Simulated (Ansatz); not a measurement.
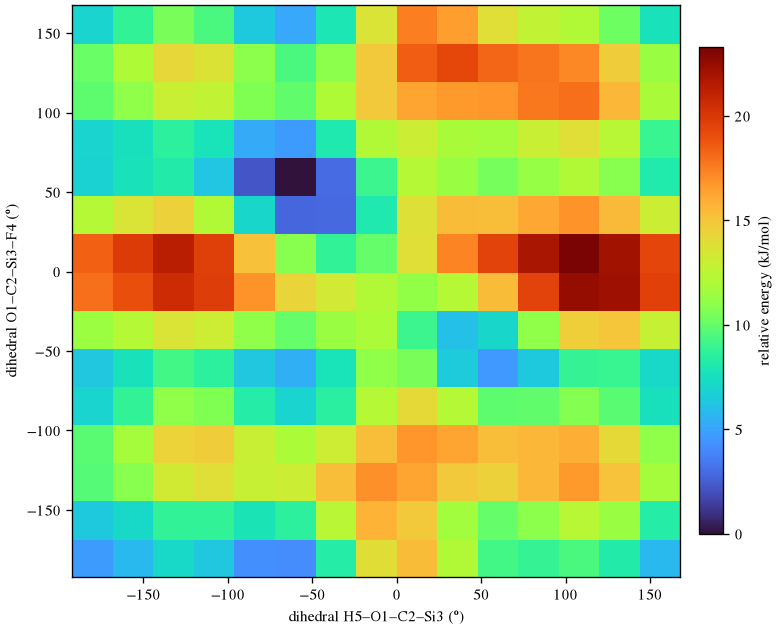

Energy landscape of CH5FOSi, SMILES OC[SiH2]F. Coordinates scanned: (1) dihedral H5–O1–C2–Si3; (2) dihedral O1–C2–Si3–F4. Nothing is relaxed (all other coordinates rigid). The scan uses a 15 × 15 grid. Points are written as (first, second). Energies: kJ/mol, counted from the lowest grid point. Method: RKS PBE0-D4/def2-TZVP (Ansatz).

The picture shows one coloured cell a grid point. 

> Describe this landscape.

The lowest grid point is at (−60°, 60°). There are further wells near (−60°, −180°) (4.2 kJ/mol above the lowest at that grid point); (60°, −60°) (4.6 kJ/mol above the lowest at that grid point); (−180°, −180°) (4.7 kJ/mol above the lowest at that grid point). The highest grid point, (108°, 12°), lies 23.3 kJ/mol above the lowest. Round the minimum the valley is somewhat tilted: raising dihedral H5–O1–C2–Si3 shifts the best value of dihedral O1–C2–Si3–F4 downwards (coupling k₁₂/√(k₁₁k₂₂) about 0.4).

The values on the grid:

```
dihedral O1–C2–Si3–F4 ↓, dihedral H5–O1–C2–Si3 →  −180  −156  −132  −108   −84   −60   −36   −12    12    36    60    84   108   132   156
                                             156   6.9   8.8  10.5   9.4   6.5   5.1   7.8  13.6  17.5  16.5  13.8  12.7  12.2  10.2   7.6
                                             132  10.2  12.0  14.2  13.7  10.9   9.4  10.9  14.8  18.5  19.3  18.3  17.8  17.2  14.7  11.3
                                             108   9.9  11.1  13.0  12.7  10.7  10.0  12.0  14.8  16.3  16.7  16.8  17.6  17.9  15.6  11.8
                                              84   6.9   7.5   8.6   7.7   5.2   4.7   8.1  12.2  13.0  11.9  11.7  13.0  13.9  12.3   8.9
                                              60   6.8   7.6   8.2   6.2   2.2   0.0   2.9   9.1  12.3  11.3  10.4  11.3  12.1  10.9   8.2
                                              36  12.2  13.6  14.5  12.2   7.0   2.7   2.8   8.1  13.7  15.4  15.4  16.2  16.9  15.5  13.1
                                              12  18.4  19.9  21.3  19.7  15.2  10.8   8.8  10.0  13.8  17.3  19.5  21.8  23.3  22.1  19.5
                                             −12  18.0  19.0  20.6  19.8  16.9  14.4  13.3  12.2  11.1  12.2  15.4  19.5  22.5  22.2  19.6
                                             −36  11.4  12.3  13.6  13.1  11.0  10.0  11.4  12.0   9.0   6.0   7.0  11.0  14.6  15.0  12.9
                                             −60   6.3   7.6   9.2   8.6   6.3   5.4   7.7  11.0  10.5   6.5   4.6   6.4   8.9   9.0   7.1
                                             −84   6.8   8.8  11.0  10.7   8.3   6.9   8.5  12.2  14.2  12.2   9.9   9.9  10.8   9.8   7.5
                                            −108   9.8  11.7  14.4  14.7  12.9  11.9  13.1  15.3  16.8  16.3  15.3  15.6  15.9  14.1  11.0
                                            −132   9.7  10.9  13.2  13.8  12.9  13.1  15.3  17.0  16.3  14.9  14.5  15.6  16.7  15.1  11.7
                                            −156   6.4   7.2   8.8   8.8   7.8   8.6  12.4  15.8  14.8  11.6  10.0  11.0  12.3  11.3   8.3
                                            −180   4.7   5.8   7.1   6.3   4.2   4.2   8.3  13.9  15.4  12.1   9.2   8.9   9.4   8.2   5.8
```

The input of one point:

```yaml
crystal:
  periodic: [false, false, false]
  atoms:
    - { symbol: O, position_ang: [-0.20564, 1.582332, -0.684491] }
    - { symbol: C, position_ang: [0.674415, 0.518491, -0.34456] }
    - { symbol: Si, position_ang: [-0.176932, -0.757319, 0.736409] }
    - { symbol: F, position_ang: [-1.417111, -1.315411, -0.12211] }
    - { symbol: H, position_ang: [-0.954344, 1.21572, -1.162726] }
    - { symbol: H, position_ang: [1.510322, 0.964645, 0.203483] }
    - { symbol: H, position_ang: [1.109805, 0.049711, -1.23907] }
    - { symbol: H, position_ang: [0.713863, -1.900865, 1.061548] }
    - { symbol: H, position_ang: [-0.733694, -0.150496, 1.968723] }
basis:
  gaussian: { orbitals: def2-TZVP }
hamiltonian:
  xc: pbe0
  dispersion: d4
output:
  forces: true
```

Each point was launched as `ansatz run input.yaml --threads 1 --pin off --max-ram 2560MiB --backend cpu --events-out ev --progress --plain --runs-dir out`. The whole map (225 points run) took 38 min on 1 thread of Arm Neoverse N1, with other jobs on the host.
